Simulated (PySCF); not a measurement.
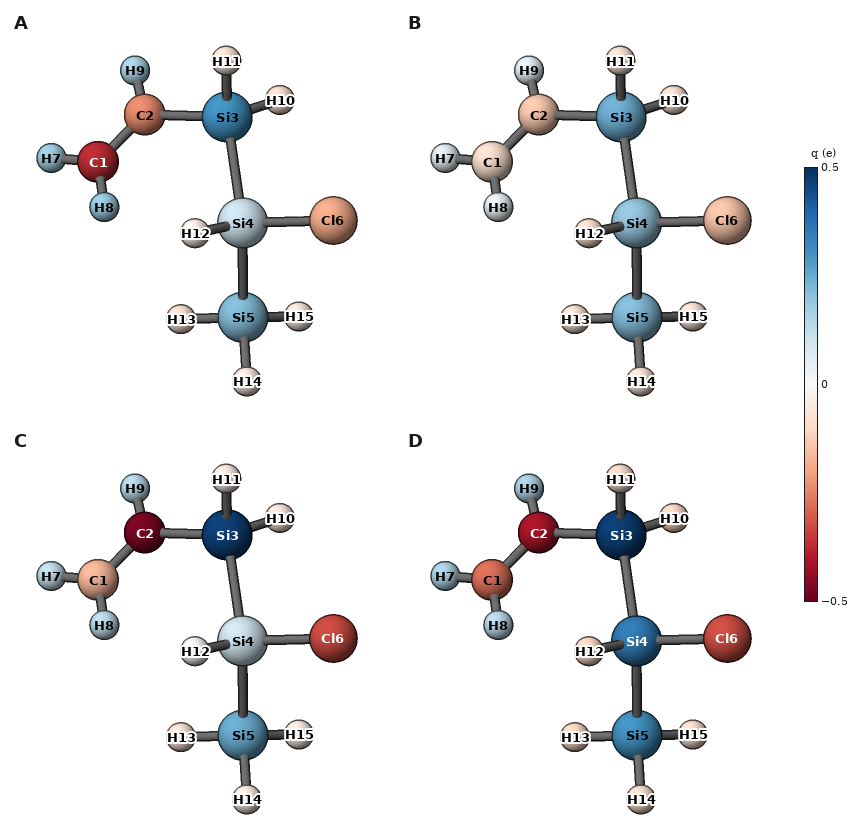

Atomic charges of one calculation by 4 schemes, on one colour scale. Computed geometry: GFN2-xTB optimisation. No frequency run is at hand to confirm it as a minimum. Method: PBE0/pcSseg-1 (PySCF 2.14.0).

> The schemes are ESP-fitted, Hirshfeld, IAO, Mulliken. Which panel shows which?

A ESP-fitted, B Hirshfeld, C Mulliken, D IAO.

List the charges (e), one line for each set of equivalent atoms.

```tsv
atom	ESP-fitted	Hirshfeld	Mulliken	IAO
C1	−0.37	−0.08	−0.17	−0.28
C2	−0.24	−0.14	−0.47	−0.41
Si3	0.30	0.24	0.47	0.47
Si4	0.10	0.19	0.10	0.35
Si5	0.22	0.22	0.25	0.30
Cl6	−0.19	−0.14	−0.33	−0.32
H7	0.18	0.05	0.12	0.15
H8	0.18	0.04	0.13	0.13
H9	0.16	0.05	0.14	0.16
H10	−0.08	−0.07	−0.05	−0.10
H11	−0.07	−0.07	−0.04	−0.09
H12	−0.02	−0.08	0.00	−0.09
H13	−0.07	−0.07	−0.06	−0.10
H14	−0.05	−0.06	−0.04	−0.08
H15	−0.05	−0.07	−0.05	−0.09
```

The geometry is semi-empirical. Around Si such bond lengths and angles can be off by a tenth of an ångström or more and by several degrees, and values that hang on the shape move with them.
